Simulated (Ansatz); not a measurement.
## Geometry relaxation, with input and output: BH$_{4}$O$_{2}$

- system: BH$_{4}$O$_{2}$, multiplicity 2
- method: UKS revPBE/6-31G* (Ansatz 0.2.0)

It belongs to a series of runs on one base structure; here: end point B relaxed. Figures and captions count atoms from 1; the log counts them from 0 in places.

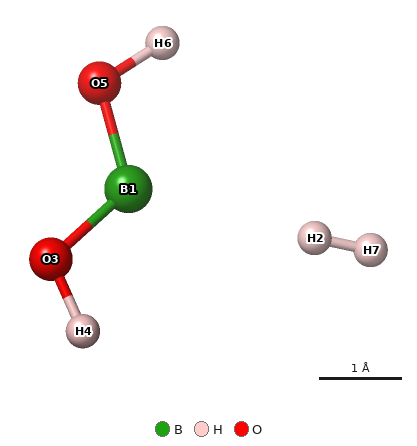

The starting structure (ball-and-stick view, seen at a tilt; atoms are numbered from 1 in the order of the input). Bond lengths as drawn: B–O 1.37 Å, H–H 0.72 Å and H–O 0.97 Å.

The input:
```yaml
crystal:
  periodic: [false, false, false]
  atoms:
    - { symbol: B, position_ang: [-0.018056, -0.313957, -0.412633] }
    - { symbol: H, position_ang: [0.024149, -0.098522, 1.974286] }
    - { symbol: O, position_ang: [1.094748, -0.405866, -1.21012] }
    - { symbol: H, position_ang: [1.904568, -0.3989, -0.667551] }
    - { symbol: O, position_ang: [-1.262432, -0.309879, -0.990427] }
    - { symbol: H, position_ang: [-1.954503, -0.242137, -0.307117] }
    - { symbol: H, position_ang: [0.001626, -0.029339, 2.687163] }
magnetization:
  spin_polarized: true
  initial_magnetization: 1
basis:
  gaussian: { orbitals: "6-31G*" }
hamiltonian:
  xc: revpbe
relax:
  f_tol: 0.03
  max_steps: 50
output:
  orbitals: {}
```

Machine: 1 thread of Arm Neoverse V1, 24 GiB of memory available, shared host.

Launched with:
```bash
ansatz run input.yaml --threads 1 --pin off --max-ram 2048MiB --backend cpu --events-out ev --progress --plain --runs-dir out
```

The program's output:
```
The last accepted step is kept in [file] (removed where the run ends without a failure and the disk answers)
Engine: ansatz 0.2.0, aarch64-unknown-linux-gnu
Functional definition: revPBE
  parameter kappa = 1.245
  parameter beta = 0.06672455060314922
  exchange = pbe_x(kappa = kappa, mu = beta*pi^2/3)
  correlation = pbe_c(beta = beta)
599 factors; their error is unknown
mean field evaluation 1: about -4826.4920 eV, gradient 4.5e1 eV
mean field evaluation 2: about -4801.0942 eV, gradient 9.3e1 eV
mean field evaluation 4: about -4833.4548 eV, gradient 2.3e0 eV
mean field evaluation 8: about -4833.4517 eV, gradient 1.6e-2 eV
mean field -4833.45166832 eV, -177.6260725795 hartree, gradient 2.2e-5 eV, S^2 0.752536; 0 other end points of the search recorded, 0 dependent functions left out
the calculation of the forces begins
reference -4833.45169630 eV, -177.6260736079 hartree; 13, 12 occupied and 40, 41 virtual orbitals, 599 factors
relax step   1: F+E_penalty+E_count = -4833.45166832 eV  Δ(F+E_penalty+E_count) = +0.000e0 eV  max|allowed force component| = 1.683e0 eV/Å  Δτ_max = 0.0000 Å  (26 SCF iters, accepted)
these checks for a lower state are left out or cut short: starts, cluster_reference, orbital_swaps, neighbouring_geometries, increment
599 factors; their error is unknown
mean field evaluation 16: about -4833.5302 eV, gradient 1.2e0 eV
mean field -4833.51395970 eV, -177.6283617456 hartree, gradient 1.2e-5 eV, S^2 0.752428; 0 other end points of the search recorded, 0 dependent functions left out
the calculation of the forces begins
reference -4833.51398824 eV, -177.6283627944 hartree; 13, 12 occupied and 40, 41 virtual orbitals, 599 factors
relax step   2: F+E_penalty+E_count = -4833.51395970 eV  Δ(F+E_penalty+E_count) = -6.229e-2 eV  max|allowed force component| = 8.688e-2 eV/Å  Δτ_max = 0.1938 Å  (29 SCF iters, accepted)
these checks for a lower state are left out or cut short: starts, cluster_reference, orbital_swaps, neighbouring_geometries, increment
599 factors; their error is unknown
mean field -4833.52165997 eV, -177.6286447251 hartree, gradient 1.9e-5 eV, S^2 0.752376; 0 other end points of the search recorded, 0 dependent functions left out
the calculation of the forces begins
reference -4833.52168873 eV, -177.6286457823 hartree; 13, 12 occupied and 40, 41 virtual orbitals, 599 factors
relax step   3: F+E_penalty+E_count = -4833.52165997 eV  Δ(F+E_penalty+E_count) = -7.700e-3 eV  max|allowed force component| = 2.366e-2 eV/Å  Δτ_max = 0.1215 Å  (30 SCF iters, accepted)
these checks for a lower state are left out or cut short: starts, cluster_reference, orbital_swaps, neighbouring_geometries, increment
599 factors; their error is unknown
mean field evaluation 32: about -4833.5231 eV, gradient 6.9e-2 eV
mean field -4833.52311059 eV, -177.6286980344 hartree, gradient 1.4e-5 eV, S^2 0.752361; 0 other end points of the search recorded, 0 dependent functions left out
the calculation of the forces begins
reference -4833.52313951 eV, -177.6286990973 hartree; 13, 12 occupied and 40, 41 virtual orbitals, 599 factors
relax step   4: F+E_penalty+E_count = -4833.52311059 eV  Δ(F+E_penalty+E_count) = -1.451e-3 eV  max|allowed force component| = 2.521e-2 eV/Å  Δτ_max = 0.0678 Å  (30 SCF iters, accepted)
```

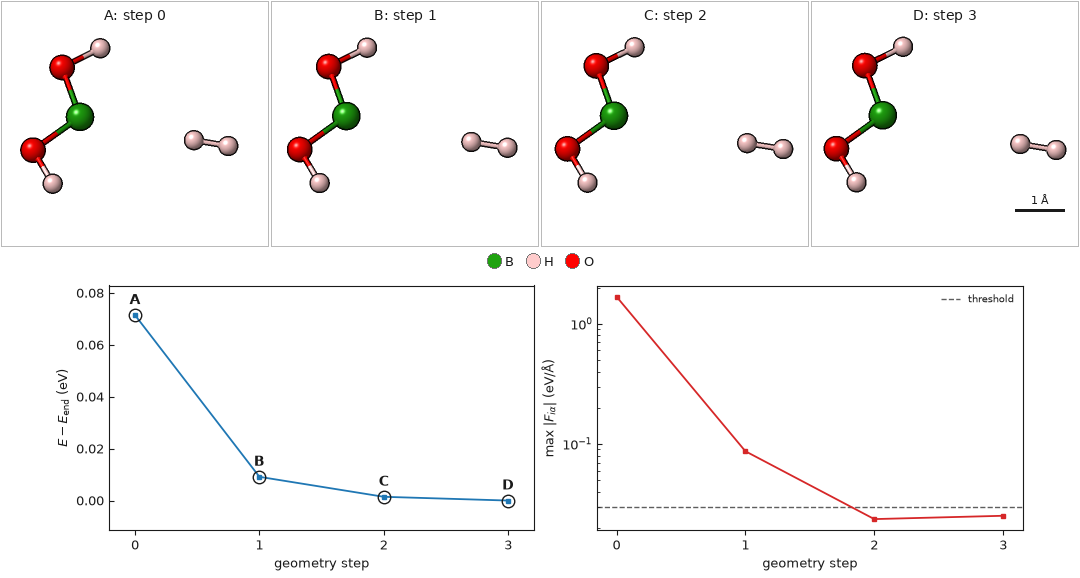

Frames of the relaxation (ball-and-stick view, seen at a tilt) above the curves, on which the letters mark them (the first geometry is step 0 here and step 1 in the log).

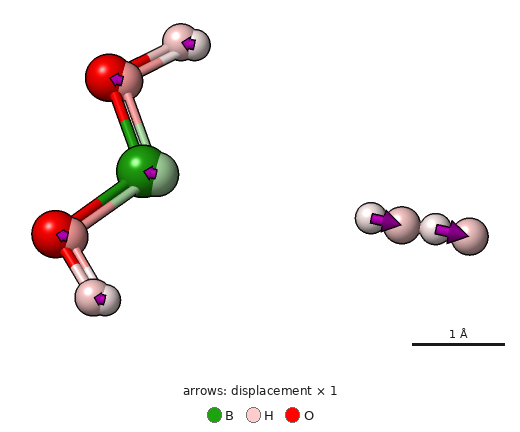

Start (faint) and end (solid) with the displacements as pink arrows, at true length (ball-and-stick view, seen at a tilt). The two geometries are laid on each other by the best rigid fit. Over 3 geometry steps the energy falls by 0.071 eV. The largest force component goes from 1.7 to 0.025 eV/Å. The largest move after the best rigid fit is that of H7, 0.38 Å. Largest moves by element: H 0.38 Å, O 0.15 Å, B 0.15 Å. Among the contacts that change: H2–H7 0.717 → 0.751 Å. (Atoms are counted from 1 in the order of the input.)

```
599 factors; their error is unknown
mean field -4833.52311059 eV, -177.6286980344 hartree, gradient 1.4e-5 eV, S^2 0.752361; 1 other end points of the search recorded, 0 dependent functions left out
the calculation of the forces begins
reference -4833.52313951 eV, -177.6286990973 hartree; 13, 12 occupied and 40, 41 virtual orbitals, 599 factors
Total energy: -4833.52313951 eV, -177.6286990973 hartree
Atom 0 at    -0.027078    -0.324195    -0.564136 Å, force     0.000200     0.003024     0.025212 eV/Å
Atom 1 at     0.043107    -0.069670     2.319819 Å, force    -0.002413    -0.000279    -0.011944 eV/Å
Atom 2 at     1.092811    -0.422637    -1.349581 Å, force     0.006401    -0.001238    -0.006134 eV/Å
Atom 3 at     1.895777    -0.406295    -0.796850 Å, force    -0.006231    -0.000268    -0.006363 eV/Å
Atom 4 at    -1.270198    -0.327767    -1.143271 Å, force    -0.008928    -0.000972    -0.008650 eV/Å
Atom 5 at    -1.961119    -0.251356    -0.459560 Å, force     0.006829    -0.000949    -0.009724 eV/Å
Atom 6 at     0.016800     0.003320     3.067179 Å, force     0.004142     0.000683     0.017602 eV/Å
Dipole moment:     0.033045     0.021399     0.301254 e Å
```

Trajectory as extended XYZ (Å, eV, eV/Å), 4 frames, from step=1 to step=4:
```
7
Properties=species:S:1:pos:R:3:forces:R:3 step=1 energy=-4833.45167
B    -0.0181   -0.3140   -0.4126   -0.0034  -0.0191  -0.2076
H     0.0241   -0.0985    1.9743    0.0575  -0.1460  -1.4754
O     1.0947   -0.4059   -1.2101   -0.0029  -0.0007   0.0028
H     1.9046   -0.3989   -0.6676   -0.0020   0.0019   0.0007
O    -1.2624   -0.3099   -0.9904    0.0003  -0.0016   0.0012
H    -1.9545   -0.2421   -0.3071    0.0012   0.0018  -0.0046
H     0.0016   -0.0293    2.6872   -0.0507   0.1638   1.6828
7
Properties=species:S:1:pos:R:3:forces:R:3 step=2 energy=-4833.51396
B    -0.0211   -0.3215   -0.4899   -0.0026  -0.0002  -0.0298
H     0.0360   -0.0876    2.1315   -0.0010  -0.0011  -0.0176
O     1.0957   -0.4128   -1.2805   -0.0010  -0.0015  -0.0052
H     1.9013   -0.4030   -0.7312   -0.0144  -0.0005  -0.0102
O    -1.2674   -0.3169   -1.0621   -0.0005  -0.0019  -0.0076
H    -1.9553   -0.2465   -0.3743    0.0158  -0.0019  -0.0164
H     0.0009   -0.0102    2.8801    0.0038   0.0071   0.0869
7
Properties=species:S:1:pos:R:3:forces:R:3 step=3 energy=-4833.52166
B    -0.0237   -0.3198   -0.5386   -0.0007   0.0007   0.0180
H     0.0397   -0.0779    2.2526   -0.0029   0.0031   0.0001
O     1.0941   -0.4229   -1.3263    0.0057  -0.0008  -0.0078
H     1.8988   -0.4028   -0.7759   -0.0123  -0.0005  -0.0093
O    -1.2692   -0.3273   -1.1123   -0.0086  -0.0004  -0.0102
H    -1.9576   -0.2467   -0.4263    0.0136  -0.0018  -0.0144
H     0.0079   -0.0013    3.0004    0.0050  -0.0003   0.0237
7
Properties=species:S:1:pos:R:3:forces:R:3 step=4 energy=-4833.52311
B    -0.0271   -0.3242   -0.5641    0.0002   0.0030   0.0252
H     0.0431   -0.0697    2.3198   -0.0024  -0.0003  -0.0119
O     1.0928   -0.4226   -1.3496    0.0064  -0.0012  -0.0061
H     1.8958   -0.4063   -0.7968   -0.0062  -0.0003  -0.0064
O    -1.2702   -0.3278   -1.1433   -0.0089  -0.0010  -0.0086
H    -1.9611   -0.2514   -0.4596    0.0068  -0.0009  -0.0097
H     0.0168    0.0033    3.0672    0.0041   0.0007   0.0176
```

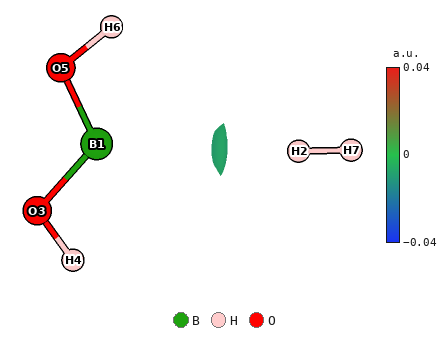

Non-covalent interaction (NCI) plot: the surface where the reduced density gradient is 0.5, for densities under 0.05 a.u., coloured by sign(λ₂)ρ; seen at a tilt. Between H2 on one side and B1 on the other: a weak, van der Waals-like contact (green).

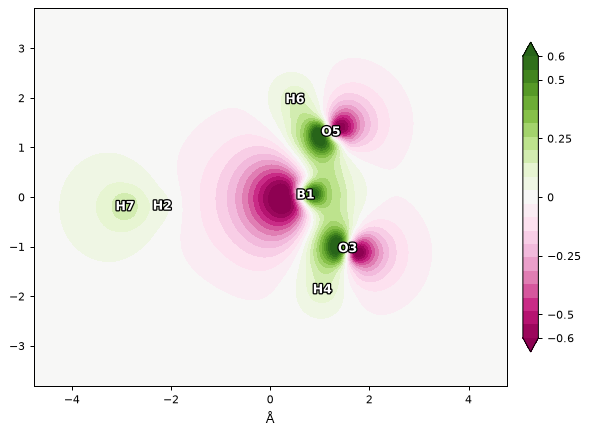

One frontier orbital on the molecular plane (values in Å⁻³ᐟ²; the overall sign is arbitrary). The HOMO (α), at −4.15 eV. Its weight (Hirshfeld) is mainly on B1 (60 %), O3 (15 %) and O5 (15 %); it is symmetric in the molecular plane (σ or in-plane lone-pair type).

Key numbers:

- outcome: converged
- total energy: −4833.5231 eV
- mean-field energy: −4833.5231 eV
- ⟨S²⟩: 0.752
- largest force (length of the vector) at the end: 0.025 eV/Å
- wall time: 8.2 s
- peak memory: 0.12 GiB
